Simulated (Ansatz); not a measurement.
**ClH4O4Ta: density, localisation and related maps**

The calculation's input:

```
crystal:
  periodic: [false, false, false]
  atoms:
    - { symbol: Ta, position_ang: [0.0, 0.0, 0.0] }
    - { symbol: O, position_ang: [2.02, 0.0, 0.0] }
    - { symbol: H, position_ang: [2.3571, -0.5308, 0.7903] }
    - { symbol: O, position_ang: [0.0, 0.0, 2.02] }
    - { symbol: H, position_ang: [-0.2547, -0.9174, 2.3571] }
    - { symbol: O, position_ang: [0.0, 0.0, -2.02] }
    - { symbol: H, position_ang: [-0.6343, -0.71, -2.3571] }
    - { symbol: O, position_ang: [-1.01, 1.7493, 0.0] }
    - { symbol: H, position_ang: [-1.4859, 1.8638, 0.8834] }
    - { symbol: Cl, position_ang: [-1.235, -2.139, 0.0] }
basis:
  gaussian: { orbitals: def2-SVP }
hamiltonian:
  xc: hf
relax:
  f_tol: 0.02
  max_steps: 40
output:
  orbitals: {}
```

Command:

```sh
ansatz run input.yaml --threads 2 --pin off --max-ram 3072MiB --backend cpu --events-out ev --progress --plain --runs-dir out
```

The fields are those of the run's last geometry, not of the input's.

Core potentials replace the inner electrons of Ta.

Method: RHF/def2-SVP (Ansatz).

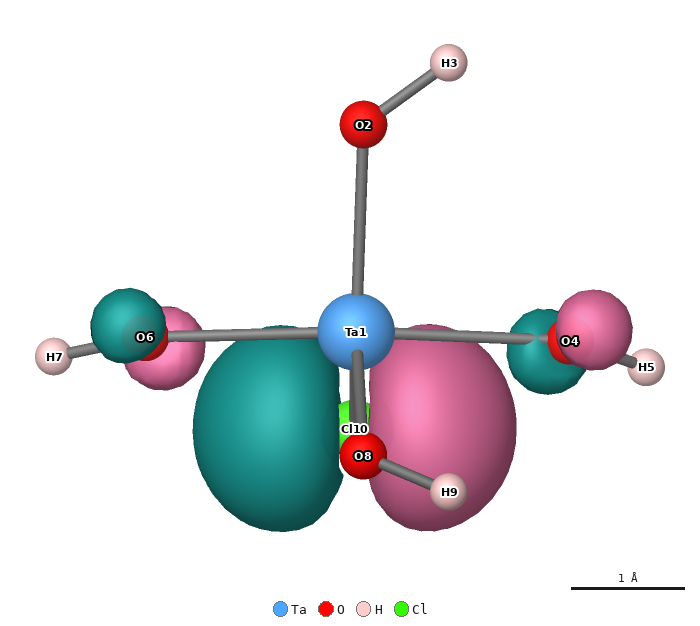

Figure 1. The HOMO at ±0.2 Å⁻³ᐟ² (teal and pink are the two phases), seen at a tilt.

### Where does this orbital lie, and at what energy?

Its weight (Hirshfeld) is mainly on Cl10 (about 80 %), O4 (about 5 %) and O6 (about 5 %); largely a lone pair of Cl10. Its energy is −11.56 eV.

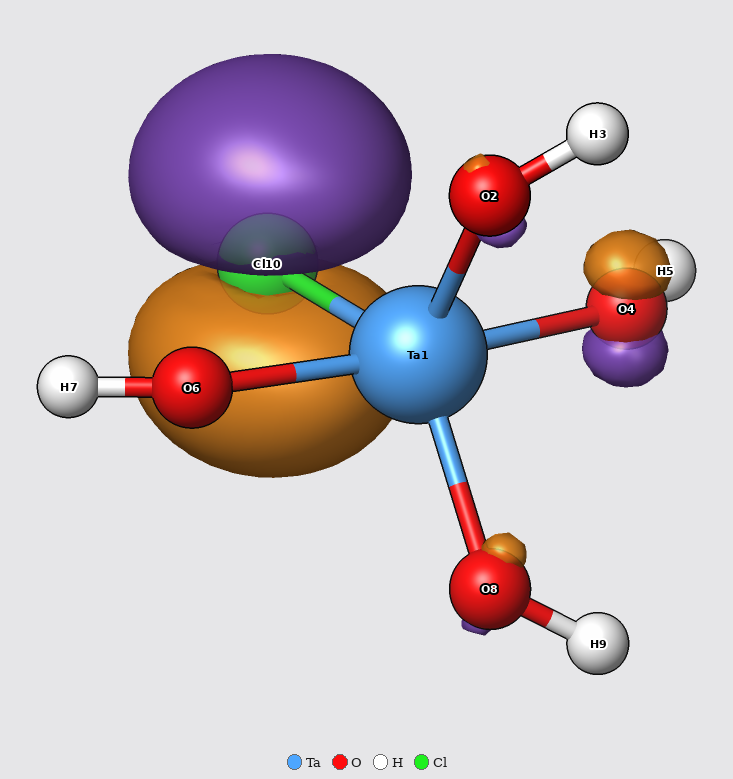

Figure 2. The HOMO−1 at ±0.15 Å⁻³ᐟ² (orange and purple are the two phases), seen at a tilt.

### Where does this orbital lie, and at what energy?

Its weight (Hirshfeld) is mainly on Cl10 (about 85 %); largely a lone pair of Cl10. Its energy is −11.95 eV.
